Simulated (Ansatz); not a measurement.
Three curves of one kind of scan: energy against volume (even scaling of the relaxed cell, symmetry kept). Level of theory: PBEsol (plane waves to 420 eV, PAW, scalar-relativistic; Ansatz, a first-principles code). Each is measured from its own zero (the relaxed starting cell). 

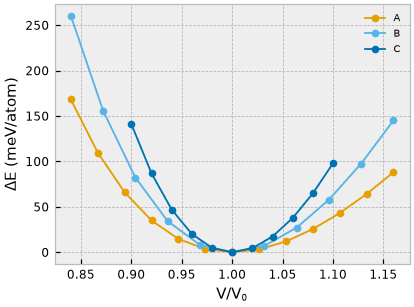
Figure. Curves A, B and C.

```tsv
V/V₀	ΔE (meV/atom)
0.840	260.4
0.904	82.2
0.968	8.1
1.032	7.1
1.096	57.9
1.160	145.1
```

**Question.** Which curve does this table belong to?

**Answer.** Curve B, which is BaZrO$_{3}$ (cubic perovskite). The others: A is HgSe (zinc blende); C is TaN (rock salt).

All were relaxed with their symmetry unable to fall. At this level the bands of HgSe touch or barely overlap. BaZrO3 is run without spin polarisation. Spin-orbit coupling is left out. TaN is run without spin polarisation. This is a high-temperature form of TaN.

(A scan under strain: stresses follow from slopes of the energy per volume, elastic moduli from its curvatures.)
